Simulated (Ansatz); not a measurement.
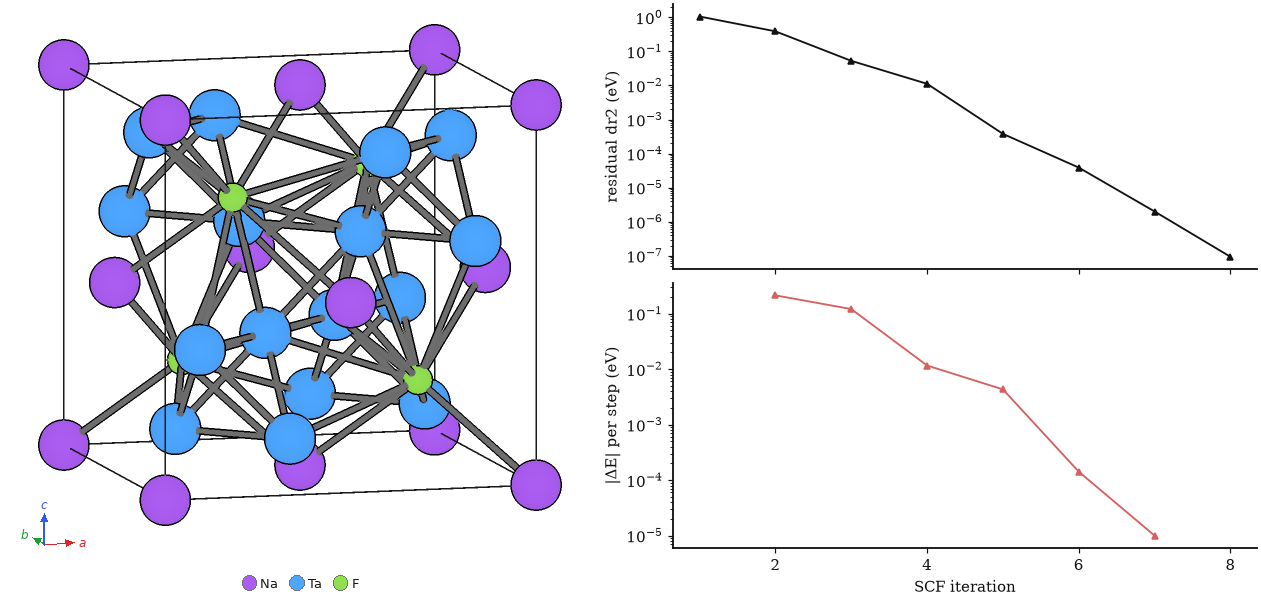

Beside the plot: the structure in its conventional cell.

The plot shows the SCF iterations of a calculation: density residual dr2, step-to-step change of the Harris–Foulkes energy. Energy differences below 3 × 10⁻⁶ eV aren't drawn. The starting density is a sum of atomic densities corrected by a trained network.

NaTa₄F (6 atoms in the cell), run with Ansatz.

```
crystal:
  lattice:
    - [0.0, 3.16655775, 3.16655775]
    - [3.16655775, 0.0, 3.16655775]
    - [3.16655775, 3.16655775, 0.0]
  atoms:
    - { symbol: Na, position: [0.0, 0.0, 0.0] }
    - { symbol: Ta, position: [0.6285578475, 0.6285578475, 0.1143264576] }
    - { symbol: Ta, position: [0.6285578475, 0.1143264576, 0.6285578475] }
    - { symbol: Ta, position: [0.1143264576, 0.6285578475, 0.6285578475] }
    - { symbol: Ta, position: [0.6285578475, 0.6285578475, 0.6285578475] }
    - { symbol: F, position: [0.25, 0.25, 0.25] }
basis:
  ecutwfc: 420
kpoints:
  mp_grid: { grid: [8, 8, 8] }
hamiltonian:
  xc: pbe
scf:
  occupations: { method: gaussian, width: 0.1 }
  max_iter: 80
output:
  forces: true
  eigenvalues: true
  stress: true
```

Run as:
```bash
ansatz run input.yaml --threads 1 --pin off --max-ram 2560MiB --backend cpu --events-out ev --progress --plain --runs-dir out
```

Was self-consistency reached?

It converged, after 8 iterations. The residual falls at every step.

Read the residual at the first and at the last step drawn.

It starts near 1 and ends near 9 × 10⁻⁸ eV.

Is anything amiss with this input?

The input holds a fault (a lattice far too small). The SCF closed all the same, which doesn't make the results meaningful for the real system.
